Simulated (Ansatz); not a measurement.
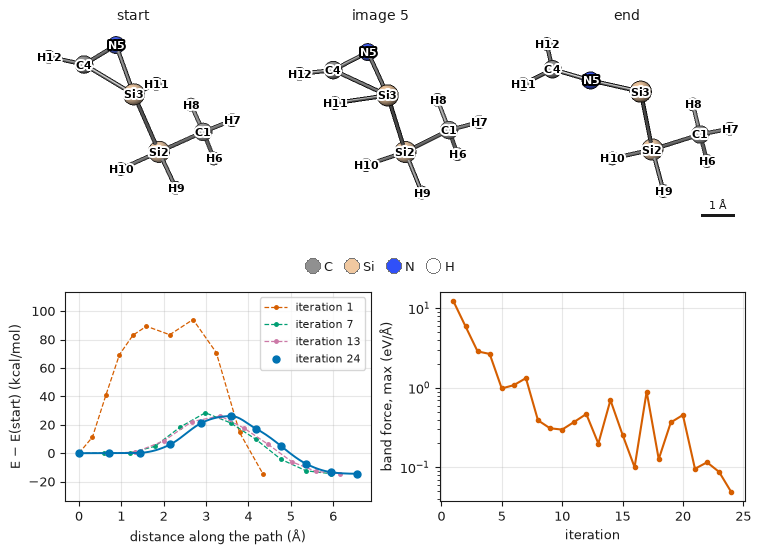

A search for the minimum-energy path of C₂H₇NSi₂ by the nudged elastic band. Images are numbered from 0 (start) to 10 (end). The plot follows the band through its iterations. A ball-and-stick model, seen from a free direction.

Theory: RKS B3LYP-D4/def2-SVP (Ansatz). Run with 9 movable images; climbing image; force threshold 0.05 eV/Å; iteration limit 60; starting path through a guess of the saddle point.

Did the band converge, and can the barrier be trusted?

The result is final at these settings. The band converged in 24 iterations. The largest component of the band force went from 12 to 0.049 eV/Å. The climbing image converged on the top of the path. Its vibrational analysis gives one imaginary mode (639i cm⁻¹), as a transition state must have. The first iteration put the highest image at 94.1 kcal/mol. The highest point, image 5, lies 26.1 kcal/mol above the start and 40.6 kcal/mol above the end; the end is at −14.4 kcal/mol relative to the start.

Cost: 8.6 min on 2 threads of Arm Neoverse V2 (shared host), peak memory 0.26 GiB.
